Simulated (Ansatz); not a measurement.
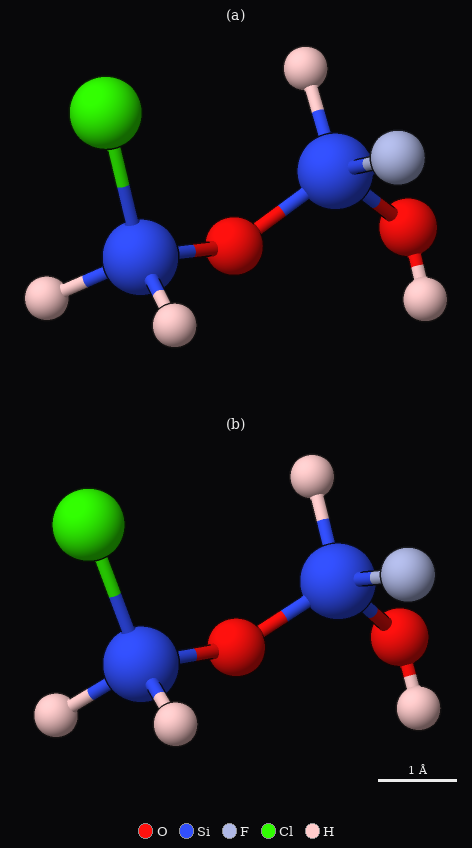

The structure of Si2H4O2ClF before (top) and after (bottom) a relaxation, at one scale.

Style: ball-and-stick. Shown from a free direction.

The start comes from PBE-D4/def2-SVP.

Method: Ansatz, RKS PBE0-D4/def2-TZVP. Set-up: force threshold 0.005 eV/Å; at most 150 steps.

Summarise the run.

The Cl atom moves most after the best rigid fit: 0.25 Å. By element the largest moves are Cl 0.25 Å, F 0.18 Å, H 0.16 Å, O 0.15 Å, Si 0.06 Å. Near-neighbour distances that change, for instance: O–Si 1.668 → 1.624 Å, F–Si 1.633 → 1.591 Å, O–Si 1.653 → 1.618 Å, Cl–Si 2.081 → 2.049 Å. Among the angles between lasting bonds that change: Si–O–Si 139.8° → 147.9°, Si–O–H 116.5° → 120.2°. Over 21 geometry steps the energy falls by 0.132 eV. Largest force component: 0.95 eV/Å at the start, 0.0031 eV/Å at the end. The run took roughly 11 core-minutes on a shared host.
